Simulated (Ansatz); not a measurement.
C₁₀H₄Cl₃F₁₇Si: single-point calculation

- system: C₁₀H₄Cl₃F₁₇Si, multiplicity 3, SMILES FC(F)(F)C(F)(F)C(F)(F)C(F)(F)C(F)(F)C(F)(F)C(F)(F)C(F)(F)CC[Si](Cl)(Cl)Cl
- method: UKS PBE0-D4/def2-TZVP (Ansatz 0.2.0)

The geometry comes from this level: PBE-D4/def2-SVP.

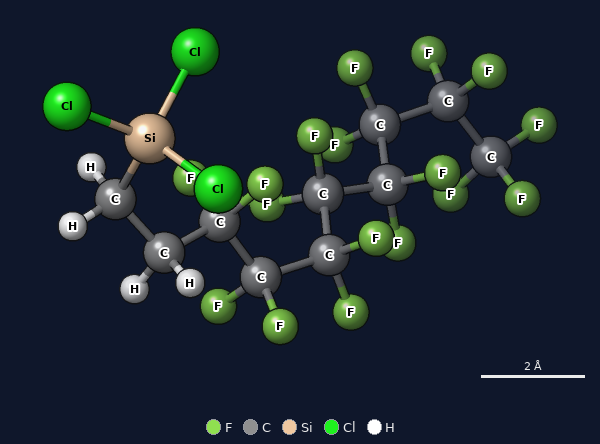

The input geometry (ball-and-stick view, seen at a tilt). Bond lengths as drawn: Cl–Si 2.06 to 2.07 Å, C–C 1.52 to 1.57 Å, C–F 1.34 to 1.37 Å, C–H 1.11 Å and C–Si 1.88 Å.

**Summary**

- outcome: converged
- total energy: −102020.0514 eV
- mean-field energy: −102018.8169 eV
- dispersion energy: −1.2345 eV
- ⟨S²⟩: 2.008
- SCF solution under orbital rotations: stable
- HOMO (either spin): −2.20 eV
- LUMO (either spin): −7.60 eV
- hardware: 2 CPU threads, shared host
- wall time: 22 s (CPU time 26 s)
- peak memory: 1.8 GiB

**The input**
```yaml
crystal:
  periodic: [false, false, false]
  atoms:
    - {symbol: F, position_ang: [6.551696, 2.315476, -0.275918]}
    - {symbol: C, position_ang: [5.503276, 1.484629, -0.173311]}
    - {symbol: F, position_ang: [5.814840, 0.318076, -0.759200]}
    - {symbol: F, position_ang: [5.248799, 1.272577, 1.128006]}
    - {symbol: C, position_ang: [4.272945, 2.141946, -0.870874]}
    - {symbol: F, position_ang: [3.901896, 3.218879, -0.142511]}
    - {symbol: F, position_ang: [4.679942, 2.557136, -2.095979]}
    - {symbol: C, position_ang: [3.008247, 1.242793, -1.126036]}
    - {symbol: F, position_ang: [2.084771, 2.065091, -1.679861]}
    - {symbol: F, position_ang: [3.340802, 0.288428, -2.023854]}
    - {symbol: C, position_ang: [2.404133, 0.541660, 0.140030]}
    - {symbol: F, position_ang: [2.341683, 1.428168, 1.161686]}
    - {symbol: F, position_ang: [3.248959, -0.466260, 0.469732]}
    - {symbol: C, position_ang: [0.966879, -0.041958, -0.091737]}
    - {symbol: F, position_ang: [1.024161, -0.898709, -1.140246]}
    - {symbol: F, position_ang: [0.132606, 0.983055, -0.383115]}
    - {symbol: C, position_ang: [0.374648, -0.784746, 1.155063]}
    - {symbol: F, position_ang: [1.297965, -1.649225, 1.647175]}
    - {symbol: F, position_ang: [0.090520, 0.133983, 2.103522]}
    - {symbol: C, position_ang: [-0.912767, -1.653481, 0.894811]}
    - {symbol: F, position_ang: [-0.561444, -2.726497, 0.142548]}
    - {symbol: F, position_ang: [-1.292738, -2.100059, 2.125416]}
    - {symbol: C, position_ang: [-2.147357, -0.975032, 0.232885]}
    - {symbol: F, position_ang: [-2.354024, 0.228445, 0.852928]}
    - {symbol: F, position_ang: [-1.832103, -0.721329, -1.074686]}
    - {symbol: C, position_ang: [-3.397257, -1.836869, 0.315670]}
    - {symbol: C, position_ang: [-4.569260, -1.298329, -0.513580]}
    - {symbol: Si, position_ang: [-5.412317, 0.294272, 0.033826]}
    - {symbol: Cl, position_ang: [-7.338778, 0.261869, -0.726586]}
    - {symbol: Cl, position_ang: [-5.526203, 0.372315, 2.097919]}
    - {symbol: Cl, position_ang: [-4.497976, 1.997897, -0.682832]}
    - {symbol: H, position_ang: [-3.119823, -2.849631, -0.040522]}
    - {symbol: H, position_ang: [-3.668509, -1.927481, 1.385492]}
    - {symbol: H, position_ang: [-5.384218, -2.052100, -0.510419]}
    - {symbol: H, position_ang: [-4.273985, -1.164989, -1.575474]}
basis:
  gaussian: {orbitals: def2-TZVP, fitting: {mean_field: def2-universal-jkfit}}
magnetization: {spin_polarized: true, initial_magnetization: 2}
hamiltonian: {xc: pbe0, dispersion: d4}
scf: {omitted_lower_state_checks: [starts]}
output: {orbitals: {seedname: orbitals}}
```

Launched with:
```bash
ansatz run in.yaml --threads 2 --pin off --events-out ev --progress --plain --max-ram 22528MiB --backend cuda --devices 0, --max-vram 18GiB
```

**Log**
```
Functional definition: PBE0
  name "PBE0"
  cite "Adamo & Barone, J. Chem. Phys. 110, 6158 (1999) doi:10.1063/1.478522"
  cite "Perdew, Burke & Ernzerhof, Phys. Rev. Lett. 77, 3865 (1996) doi:10.1103/PhysRevLett.77.3865"
  parent pbe
  parameter a = 0.25
  parameter kappa = 0.804
  parameter beta = 0.06672455060314922
  exchange = (1 - a)*pbe_x(kappa = kappa, mu = beta*pi^2/3) + a*exact_x
  correlation = pbe_c(beta = beta)
these checks for a lower state are left out or cut short: starts
2643 factors; integrals over basis functions are off by at most 1.6e0 eV
mean field evaluation 1: about -102001.7561 eV, gradient 6.8e1 eV
mean field evaluation 2: about -101971.9139 eV, gradient 1.0e2 eV
mean field evaluation 4: about -102018.6050 eV, gradient 6.7e0 eV
mean field evaluation 8: about -102018.8221 eV, gradient 4.7e-1 eV
mean field evaluation 16: about -102018.8161 eV, gradient 5.9e-2 eV
mean field evaluation 32: about -102018.8169 eV, gradient 2.4e-5 eV
mean field -102018.81687211 eV, -3749.1223692122 hartree, gradient 7.4e-6 eV, S^2 2.007586; 0 other end points of the search recorded, 0 dependent functions left out
reference -102018.81692052 eV, -3749.1223709915 hartree; 142, 140 occupied and 867, 869 virtual orbitals, 2643 factors
Total energy: -102020.05142544 eV, -3749.1677382102 hartree
Checks for a lower state left out: starts
```

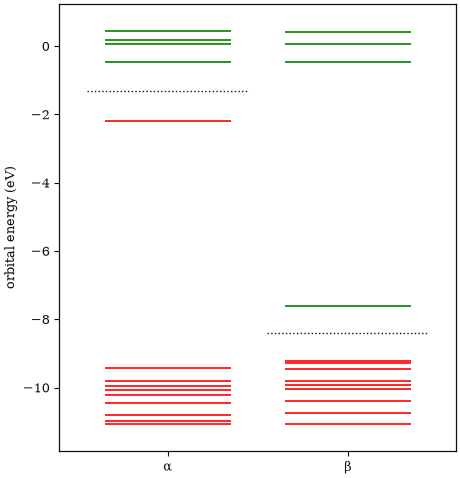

Orbital energies near the frontier for α and β spins; the dotted line parts filled from empty levels, and levels within 0.02 eV of each other stand side by side. α: highest filled −2.20 eV, lowest empty −0.45 eV, 1.75 eV apart; β: highest filled −9.21 eV, lowest empty −7.60 eV, 1.61 eV apart.
